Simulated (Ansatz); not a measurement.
Geometry relaxation of BSiNH7ClO2 (part 2 of 2)

BSiNH7ClO2; RKS PBE/def2-SVP (Ansatz 0.2.0). It belongs to a series of runs on one base structure; here: end point B relaxed.

Geometry of the input (Å):
```
B  -0.1529  0.3646  -0.4637
N  -0.0006  -0.1247  2.2357
H  -0.7406  -0.2548  2.9386
H  0.8911  -0.2621  2.7297
O  1.1857  0.1780  -0.6133
H  1.3851  -0.7341  -0.8887
Cl -1.3255  -0.8845  -1.0205
O  -0.5942  1.6082  -0.0344
Si -2.0695  2.4259  -0.0179
H  -3.1392  1.6599  -0.7397
H  -2.4682  2.6396  1.4157
H  -1.8583  3.7592  -0.6716
H  -0.0251  0.8871  1.9816
```

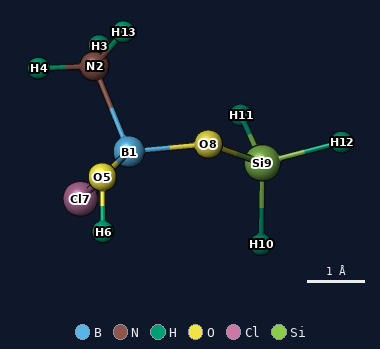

Fig. 1: The geometry at step 16 of the log (ball-and-stick view, seen at a tilt; atoms are numbered from 1 in the order of the input).

Trajectory as extended XYZ, continued:
```
13
Properties=species:S:1:pos:R:3:forces:R:3 step=8 energy=-26751.89891
B    -0.0783    0.3742    0.1789    0.0723   0.2794  -0.8478
N     0.0267    0.1393    1.7826    0.0869  -0.3343   1.3969
H    -0.8379   -0.3189    2.1224    0.0763   0.1465  -0.0373
H     0.8061   -0.5070    1.9967   -0.0749   0.1315  -0.0629
O     1.2030    0.1812   -0.3883    0.1173  -0.4990  -0.0889
H     1.3135   -0.7457   -0.6848   -0.0771   0.4111   0.0316
Cl   -1.3346   -1.0154   -0.2696   -0.0413  -0.0430  -0.0913
O    -0.5582    1.6980    0.0045   -0.3116   0.0680  -0.0127
Si   -2.0637    2.4212   -0.0575    0.1472  -0.0467   0.0016
H    -3.0824    1.6257   -0.8253    0.0244   0.0041  -0.0173
H    -2.5910    2.6272    1.3485   -0.0211  -0.0087  -0.0040
H    -1.8971    3.7744   -0.6872    0.0039   0.0004   0.0130
H     0.1818    1.0078    2.3304   -0.0022  -0.1093  -0.2809
13
Properties=species:S:1:pos:R:3:forces:R:3 step=9 energy=-26751.87067 accepted=F
B    -0.0645    0.3716    0.1643   -0.3406  -0.1491  -0.6657
N     0.0722    0.1638    1.9008   -0.1911  -0.1509  -0.8399
H    -0.8164   -0.2147    2.2448   -0.1321   0.0068   0.2020
H     0.8268   -0.4966    2.1088    0.1364  -0.1109   0.0676
O     1.2076    0.0956   -0.3915   -0.2523   0.6975   0.6390
H     1.2220   -0.7689   -0.8133   -0.1058  -0.3546  -0.2450
Cl   -1.3957   -0.9396   -0.4443    0.4661   0.1599   0.6248
O    -0.5858    1.6848    0.0144    1.1474  -0.5650   0.3026
Si   -2.0705    2.3828   -0.0592   -0.7038   0.3909  -0.1364
H    -3.0269    1.6243   -0.9391    0.0021   0.0749   0.0307
H    -2.6854    2.5113    1.3261    0.0485  -0.0575  -0.0666
H    -1.8746    3.7762   -0.5938   -0.0425  -0.0258   0.0319
H     0.2791    1.0717    2.3334   -0.0324   0.0838   0.0549
13
Properties=species:S:1:pos:R:3:forces:R:3 step=11 energy=-26751.98552
B    -0.0786    0.3615    0.1627   -0.0694  -0.0416  -0.0720
N     0.0480    0.1370    1.8703   -0.0282   0.0297  -0.1209
H    -0.8420   -0.2195    2.2498    0.0715   0.0483   0.0223
H     0.7975   -0.5376    2.0754   -0.0161  -0.0126   0.0254
O     1.2076    0.1419   -0.3704    0.0077  -0.2013  -0.0195
H     1.2325   -0.7059   -0.8523   -0.0265   0.2264   0.0851
Cl   -1.3347   -1.0088   -0.3058    0.0588   0.0422   0.0819
O    -0.5747    1.6800    0.0249    0.1174  -0.0671   0.0328
Si   -2.0692    2.4025   -0.0716   -0.1158   0.0497  -0.0062
H    -3.0374    1.6474   -0.9415    0.0241   0.0287   0.0135
H    -2.6683    2.5354    1.3161   -0.0118  -0.0189  -0.0463
H    -1.8733    3.7885   -0.6194    0.0001  -0.0149   0.0185
H     0.2806    1.0398    2.3132   -0.0117  -0.0686  -0.0148
13
Properties=species:S:1:pos:R:3:forces:R:3 step=12 energy=-26751.99983
B    -0.0865    0.3484    0.1850   -0.0484  -0.0464  -0.0075
N     0.0715    0.1429    1.8890   -0.0647   0.1216  -0.0684
H    -0.8333   -0.1205    2.3183    0.2514   0.0733  -0.0641
H     0.7748   -0.5855    2.0848   -0.0984   0.0518   0.0302
O     1.1998    0.1195   -0.3491   -0.0296  -0.1322  -0.0067
H     1.1830   -0.6650   -0.9260    0.0034   0.1467   0.0678
Cl   -1.3451   -1.0170   -0.2727    0.0445   0.0542   0.0879
O    -0.5834    1.6691    0.0510    0.0639  -0.0179   0.0217
Si   -2.0761    2.3928   -0.0864   -0.1709  -0.0168  -0.0026
H    -2.9980    1.6795   -1.0458    0.0838   0.0730   0.0480
H    -2.7627    2.4462    1.2710    0.0500   0.0011  -0.1071
H    -1.8531    3.8077   -0.5527   -0.0137  -0.0664   0.0406
H     0.3968    1.0440    2.2849   -0.0712  -0.2420  -0.0398
13
Properties=species:S:1:pos:R:3:forces:R:3 step=13 energy=-26752.00889
B    -0.0947    0.3390    0.2142   -0.0255  -0.0111   0.0203
N     0.0994    0.1515    1.9018   -0.0481   0.1759   0.1475
H    -0.8119   -0.0075    2.3792    0.4354   0.0607  -0.1877
H     0.7378   -0.6408    2.0906   -0.1837   0.1680   0.0185
O     1.1876    0.1004   -0.3296   -0.0569  -0.3927  -0.2584
H     1.1297   -0.6154   -0.9978    0.0470   0.3767   0.3026
Cl   -1.3619   -1.0220   -0.2148    0.0032   0.0286   0.0635
O    -0.5945    1.6598    0.0766   -0.0254   0.0236   0.0045
Si   -2.0914    2.3711   -0.1045   -0.1324   0.0467  -0.0470
H    -2.9428    1.7183   -1.1789    0.1335   0.1062   0.2011
H    -2.8496    2.3623    1.2204    0.0584  -0.0500  -0.1983
H    -1.8486    3.8168   -0.4702   -0.0365  -0.1297   0.0316
H     0.5287    1.0289    2.2646   -0.1691  -0.4028  -0.0981
13
Properties=species:S:1:pos:R:3:forces:R:3 step=15 energy=-26752.06588
B    -0.1116    0.3526    0.2722    0.0591   0.0146   0.0425
N     0.1522    0.1783    1.9236    0.0411  -0.0052  -0.0179
H    -0.7352    0.1641    2.4441   -0.0277   0.0141  -0.0038
H     0.6596   -0.6987    2.1080   -0.0100  -0.0031  -0.0143
O     1.1325   -0.0061   -0.2926    0.0621   0.0721   0.3265
H     1.0098   -0.4552   -1.1372   -0.0429  -0.0811  -0.3071
Cl   -1.5066   -0.9060   -0.0694   -0.0451  -0.0769   0.0320
O    -0.5437    1.6985    0.1122    0.0295  -0.0288  -0.0027
Si   -2.0754    2.3154   -0.1449   -0.0446   0.0886   0.0176
H    -2.7604    1.7395   -1.3484   -0.0169   0.0020  -0.0435
H    -2.9605    2.1167    1.0664    0.0049  -0.0182  -0.0194
H    -1.8956    3.7945   -0.3425   -0.0204   0.0174   0.0088
H     0.7228    0.9687    2.2601    0.0109   0.0046  -0.0188
13
Properties=species:S:1:pos:R:3:forces:R:3 step=16 energy=-26752.08383
B    -0.1142    0.3344    0.3151   -0.1758   0.1117  -0.0515
N     0.1788    0.1870    1.9197    0.0219   0.0560   0.2365
H    -0.7062    0.2395    2.4440    0.0665  -0.0130   0.0446
H     0.6251   -0.7267    2.0883   -0.0215   0.0529   0.0671
O     1.1134   -0.0687   -0.2508   -0.0379  -0.1378  -0.3009
H     0.9776   -0.3389   -1.1770    0.0925   0.1141   0.0876
Cl   -1.5525   -0.9381    0.0693    0.0594   0.1115  -0.0410
O    -0.5443    1.6847    0.1123   -0.0546  -0.1597  -0.0509
Si   -2.0757    2.3095   -0.1682    0.0119  -0.0564  -0.0060
H    -2.6974    1.8050   -1.4434    0.0196   0.0179   0.0353
H    -3.0139    2.0263    0.9853    0.0297   0.0011  -0.0382
H    -1.9131    3.8026   -0.2679    0.0173  -0.0235   0.0053
H     0.8104    0.9456    2.2246   -0.0289  -0.0747   0.0121
13
Properties=species:S:1:pos:R:3:forces:R:3 step=17 energy=-26752.06091 accepted=F
B    -0.1254    0.3180    0.3377   -0.1458   0.1343  -0.1923
N     0.1997    0.1953    1.9493    0.0007   0.0281   0.1530
H    -0.6691    0.3181    2.4987    0.2317  -0.0540  -0.0961
H     0.5926   -0.7437    2.1330   -0.0635   0.1781   0.0546
O     1.0800   -0.1274   -0.2517   -0.3074  -0.1570  -1.7396
H     0.9420   -0.2173   -1.2523    0.2849   0.2096   1.7659
Cl   -1.6074   -0.9090    0.1112    0.0776   0.0539   0.0688
O    -0.5380    1.6691    0.1052    0.0004  -0.1504   0.0154
Si   -2.0720    2.2854   -0.1923   -0.0262  -0.0519   0.0233
H    -2.6494    1.8339   -1.5143    0.0578   0.0540   0.1136
H    -3.0416    1.9308    0.9197    0.0710   0.0603  -0.0991
H    -1.9125    3.7872   -0.2136   -0.0171  -0.1024  -0.0135
H     0.8890    0.9220    2.2208   -0.1640  -0.2026  -0.0539
13
Properties=species:S:1:pos:R:3:forces:R:3 step=19 energy=-26752.11107
B    -0.1362    0.3059    0.3305   -0.0447   0.0216  -0.1524
N     0.1946    0.1797    1.9433    0.0218   0.0050   0.0299
H    -0.6747    0.2476    2.4899    0.0053  -0.0039   0.0200
H     0.6386   -0.7305    2.1330   -0.0103   0.0068   0.0099
O     1.0720   -0.1239   -0.2621   -0.0260  -0.0533  -0.0810
H     0.9769   -0.1745   -1.2301    0.0233   0.0618   0.1179
Cl   -1.6069   -0.9229    0.1182   -0.0057  -0.0142   0.0296
O    -0.5520    1.6493    0.0990    0.0433   0.0050   0.0385
Si   -2.0719    2.2921   -0.1893   -0.0238  -0.0264  -0.0106
H    -2.6759    1.8176   -1.4825    0.0033   0.0092   0.0078
H    -3.0308    2.0027    0.9411    0.0081   0.0069  -0.0084
H    -1.8837    3.7836   -0.2631    0.0041  -0.0136  -0.0018
H     0.8379    0.9356    2.2237    0.0012  -0.0048   0.0007
13
Properties=species:S:1:pos:R:3:forces:R:3 step=20 energy=-26752.11887
B    -0.1507    0.2897    0.3288   -0.0309   0.0205   0.1529
N     0.2024    0.1680    1.9496   -0.0327  -0.0211   0.0045
H    -0.6573    0.2500    2.5107    0.0165   0.0023  -0.0147
H     0.6333   -0.7474    2.1455   -0.0013   0.0107  -0.0146
O     1.0433   -0.1639   -0.2712   -0.0765   0.0601  -0.0575
H     0.9816   -0.0246   -1.2313    0.0858  -0.0091  -0.0304
Cl   -1.6421   -0.9222    0.1627   -0.0079   0.0104   0.0076
O    -0.5490    1.6385    0.0995    0.0666  -0.0718  -0.0196
Si   -2.0679    2.2810   -0.2024   -0.0301  -0.0047  -0.0076
H    -2.6671    1.7983   -1.4943    0.0041   0.0007   0.0037
H    -3.0327    2.0110    0.9263    0.0072   0.0042  -0.0045
H    -1.8666    3.7692   -0.2924   -0.0025   0.0016  -0.0025
H     0.8606    0.9147    2.2199    0.0018  -0.0038  -0.0172
13
Properties=species:S:1:pos:R:3:forces:R:3 step=22 energy=-26752.12166 accepted=F
B    -0.1579    0.2887    0.3366   -0.0631  -0.0210  -0.0023
N     0.2001    0.1587    1.9525    0.0302  -0.0424  -0.0496
H    -0.6443    0.2746    2.5298   -0.0038  -0.0006  -0.0284
H     0.5994   -0.7727    2.1385    0.0001   0.0017   0.0108
O     1.0277   -0.1643   -0.2803    0.0047   0.0066   0.0594
H     1.0162    0.0556   -1.2265   -0.0071   0.0125  -0.0041
Cl   -1.6568   -0.9204    0.1850   -0.0044   0.0058   0.0033
O    -0.5525    1.6347    0.1034    0.0366  -0.0090   0.0065
Si   -2.0720    2.2731   -0.2070    0.0072   0.0293  -0.0230
H    -2.6691    1.7687   -1.4910   -0.0053   0.0081   0.0011
H    -3.0373    2.0286    0.9255   -0.0020  -0.0052   0.0089
H    -1.8592    3.7591   -0.3204   -0.0229  -0.0122  -0.0073
H     0.8934    0.8778    2.2052    0.0298   0.0265   0.0247
13
Properties=species:S:1:pos:R:3:forces:R:3 step=23 energy=-26752.12235
B    -0.1623    0.2858    0.3380   -0.0018   0.0019   0.0006
N     0.2045    0.1568    1.9514   -0.0053   0.0024  -0.0088
H    -0.6451    0.2560    2.5241    0.0011  -0.0014   0.0012
H     0.6200   -0.7673    2.1378   -0.0007   0.0002  -0.0012
O     1.0223   -0.1713   -0.2776    0.0072  -0.0077   0.0051
H     1.0156    0.0553   -1.2224   -0.0058   0.0070  -0.0021
Cl   -1.6672   -0.9145    0.1927    0.0019  -0.0002   0.0032
O    -0.5495    1.6341    0.1018    0.0022   0.0025   0.0024
Si   -2.0690    2.2752   -0.2097   -0.0021  -0.0015  -0.0001
H    -2.6673    1.7768   -1.4954    0.0017  -0.0011  -0.0008
H    -3.0338    2.0245    0.9223    0.0002   0.0020   0.0011
H    -1.8635    3.7616   -0.3205   -0.0001  -0.0013  -0.0022
H     0.8833    0.8892    2.2090    0.0015  -0.0027   0.0016
```

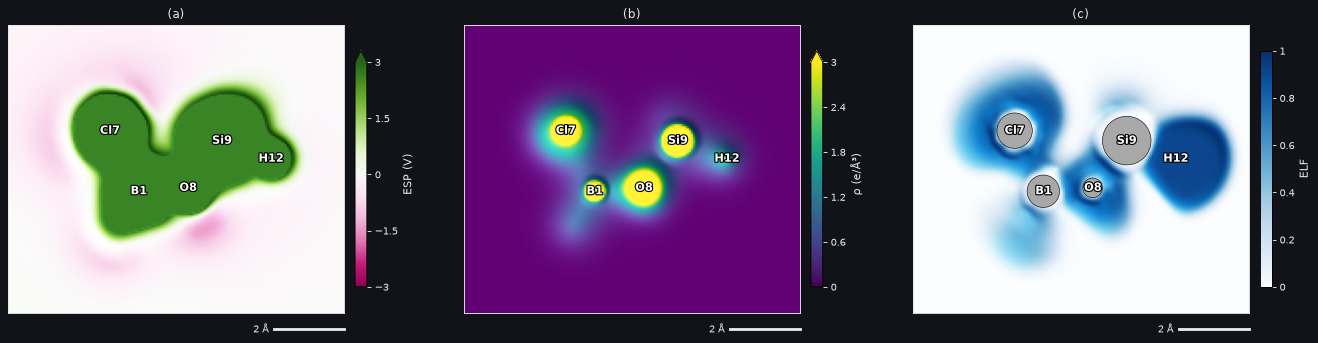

Fig. 2: (a) electrostatic potential; (b) electron density; (c) ELF on the plane of atoms O8, Si9 and H12. Grey discs, where drawn, cover atomic cores. The section cuts through B, Cl, O, Si and H sites. B–O (1.42 Å): ρ is about 1.8 e/Å³ halfway; the ELF peaks at about 0.90 between the atoms (a shared but strongly polarised pair). Si–O (1.68 Å): ρ at the midpoint is about 1 e/Å³; the ELF peaks at about 0.85 between the atoms, which marks a shared but strongly polarised pair. Si–H (1.50 Å): ρ at the midpoint is about 0.76 e/Å³; the ELF climbs to about 1 towards the hydrogen, as it does in any bond to H.

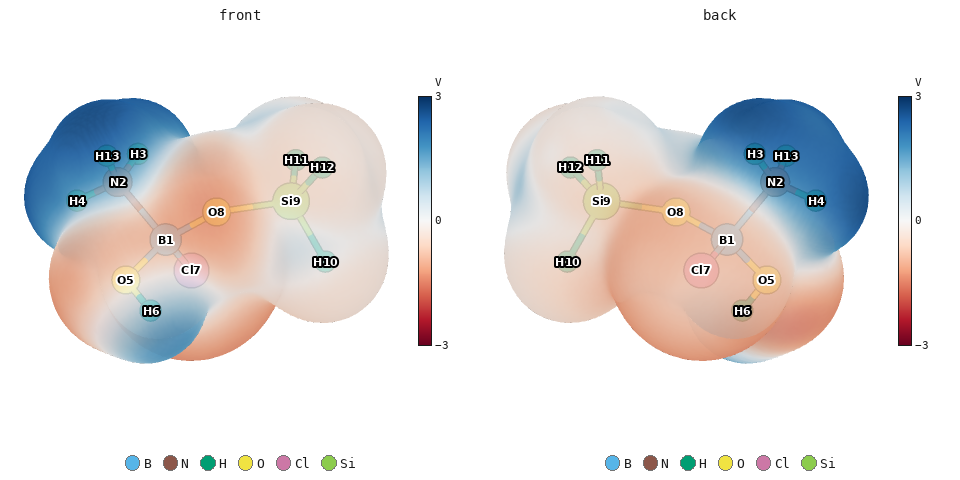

Fig. 3: The electrostatic potential painted on the density surface at 0.002 e/bohr³, seen at a tilt and from behind; the colour scale runs from red (negative) to blue (positive).

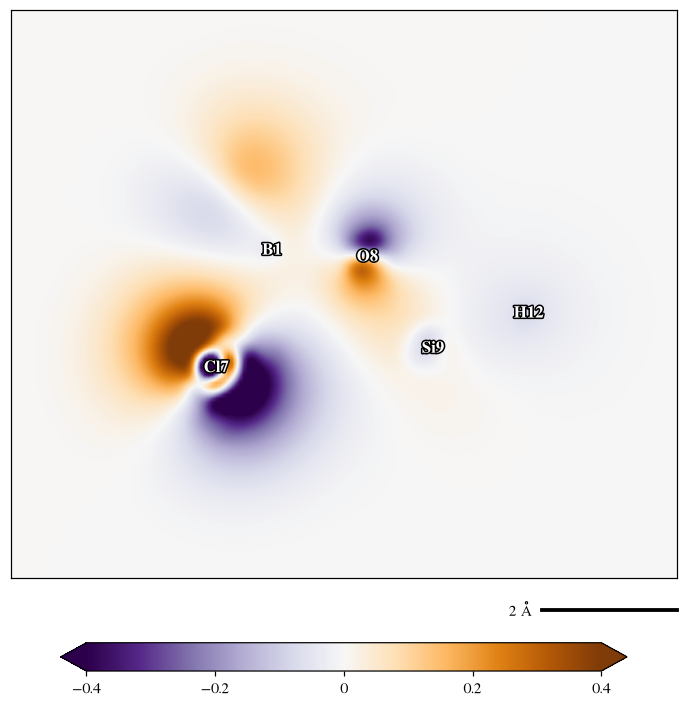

Fig. 4: One frontier orbital on the plane of atoms B1, O8 and Si9 (values in Å⁻³ᐟ²; the overall sign is arbitrary). The HOMO, at −5.94 eV.

Summary:

| quantity | value |
| --- | --- |
| outcome | converged |
| total energy | −26752.1224 eV |
| mean-field energy | −26752.1224 eV |
| largest force (length of the vector) at the end | 0.012 eV/Å |
| hardware | 4 threads of Intel Xeon (Granite Rapids), 32 GiB of memory available, shared host |
| wall time | 22 s (CPU time 77 s) |
| peak memory | 0.2 GiB |
